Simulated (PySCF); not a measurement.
| atom | x (Å) | y (Å) | z (Å) |
| --- | --- | --- | --- |
| Si | -0.3862 | 0.6379 | -0.6698 |
| Si | -0.6910 | 2.6731 | 0.4418 |
| Si | -1.9105 | -1.0497 | -0.0959 |
| O | 1.2330 | 0.1951 | -0.4633 |
| B | 1.7838 | -1.0494 | -0.3305 |
| O | 0.9648 | -2.1397 | -0.3028 |
| O | 3.1312 | -1.2078 | -0.2191 |
| H | 0.2068 | 3.7210 | -0.1341 |
| H | -2.1137 | 3.0955 | 0.2560 |
| H | -0.4075 | 2.5661 | 1.9096 |
| H | -3.2514 | -0.3779 | -0.0899 |
| H | -1.6665 | -1.6178 | 1.2663 |
| H | -1.9399 | -2.1465 | -1.1064 |
| H | 1.4487 | -2.9640 | -0.1938 |
| H | 3.5874 | -0.3611 | -0.2536 |

Geometry: PBE0-D3(BJ)/def2-SVP.

Computed with UKS B3LYP, IGLO-III on B O Si, pcH-1 on H, non-relativistic, mean-field spin-orbit, GIAO (PySCF).

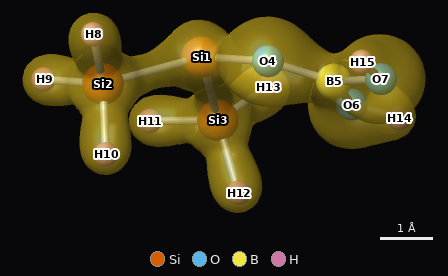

BH$_{8}$O$_{3}$Si$_{3}$ (SMILES OB(O)O[Si]([SiH3])[SiH3]) (doublet). Isosurface of the electron density at 0.5 e/Å³ (yellow), seen from one side.

> How is the density connected at this value?

At this value the surface is in one piece. It bridges the sampled B–O (1.36 Å), Si–O (1.69 Å), Si–Si (2.34 Å) and O–H (0.96 Å) contacts, where the density stays above the isovalue. On the grid the lowest density along these lines, outside the cores, is 1.5 e/Å³ (B–O, 1.36 Å), 0.86 e/Å³ (Si–O, 1.69 Å), 0.62 e/Å³ (Si–Si, 2.34 Å) and 2.5 e/Å³ (O–H, 0.96 Å).
